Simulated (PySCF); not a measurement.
SMILES FB([B]F)F (B2F3), doublet, B3LYP/def2-SVP optimised geometry. Atoms within 1.6 Å of the plane z = 1.5 Å (x, y, z in Å): F1 (-1.68, 0.47, 0.00), B2 (-0.68, -0.36, 0.00), B3 (0.99, -0.36, 0.00), F5 (1.68, -0.47, 1.13).

Computed with unrestricted B3LYP/def2-TZVP in PySCF. Cells within 0.4 Å of a nucleus heavier than hydrogen are left out (blank, or x).

Map of the deformation density (molecule minus spherical neutral atoms) (e/bohr³) on the plane z = 1.5 Å:

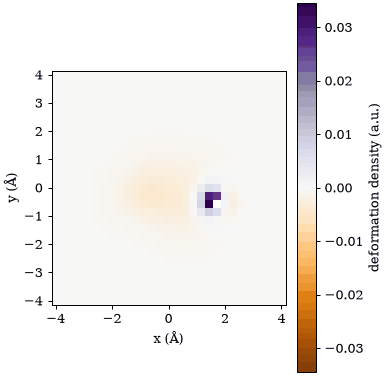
Fig. 1. Deformation density (molecule minus spherical neutral atoms) (e/bohr³) on the plane z = 1.5 Å.
